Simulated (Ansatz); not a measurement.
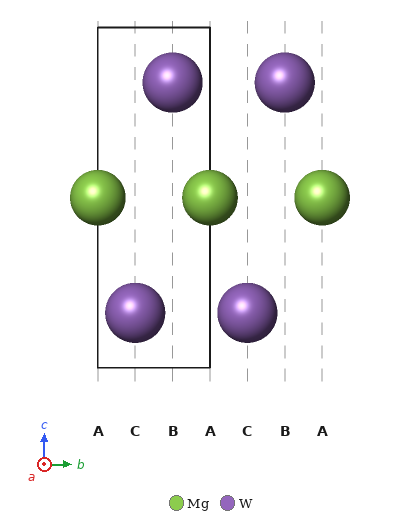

Projection along an edge of the hexagonal mesh, stacking direction c upwards. The dashed lines mark the three columns A (0, 0), B (1/3, 2/3) and C (2/3, 1/3). The sequence starts with the first layer at or above the cell's origin.

MgW2. Coordinates: the geometry relaxed with Ansatz, DFT PBE, scalar-relativistic, plane waves, PAW; the starting structure was generated, so it need not be a known form of this composition.

**Read off the stacking sequence over one period.**

W(C) – Mg(A) – W(B) (three layers in 7.42 Å).

**Taking all atoms as equal spheres, what packing is it?**

As equal spheres, CAB: cubic close packing.
